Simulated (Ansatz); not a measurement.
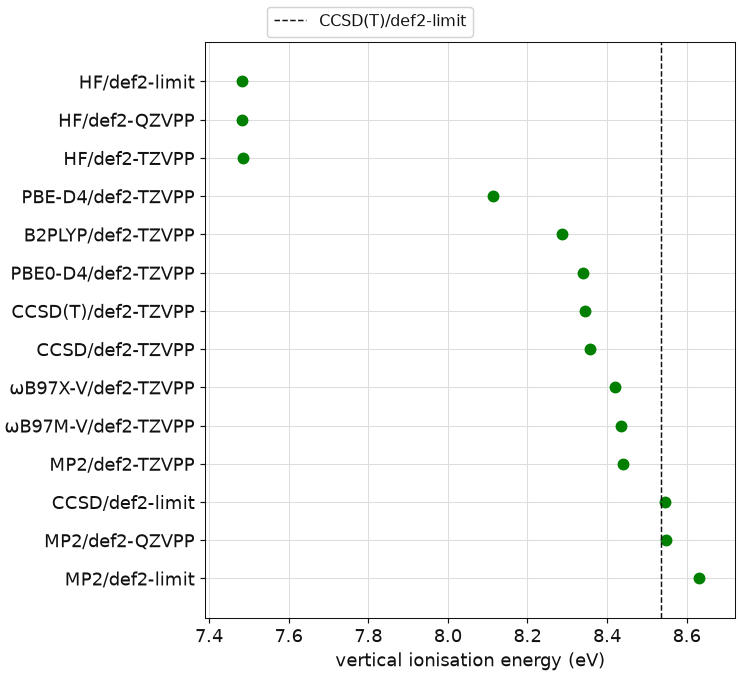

Vertical ionisation energy of C₃H₁₀O₃STi, SMILES C[O][Ti]([OH])([O]C)[S]C, singlet, taken as the energy of the cation less that of the neutral at fixed geometry (unrestricted doublet cation, cores frozen in correlated methods, no spin-orbit coupling), the Ansatz code 0.2.0, at a PBE0-D4/def2-TZVP geometry (no frequency check). Limit means an estimate of the basis limit from triple and quadruple zeta; for coupled cluster it is either extrapolated directly or built as the MP2 limit plus the step from MP2 in triple zeta. B2PLYP/def2-TZVPP holds a correlation term that converges slowly with the basis, so part of the distance to the limit is basis error. The distance of CCSD(T)/def2-TZVPP, CCSD/def2-TZVPP, MP2/def2-TZVPP and MP2/def2-QZVPP to the limit includes basis error.

What range do the values span, the line included?

Answer. From 7.48 eV (HF/def2-limit) to 8.63 eV (MP2/def2-limit).

Which level comes closest to the line (CCSD(T)/def2-limit), and which misses most?

Answer. Closest CCSD/def2-limit (8.55 eV) and MP2/def2-QZVPP (8.55 eV), against 8.54 eV; farthest HF/def2-limit (7.48 eV).

Caveats, for all or some of the runs: no scalar relativity up to krypton; one conformer of a flexible molecule; outer-core shells are correlated without core-valence functions, which makes the correlated values less sure.
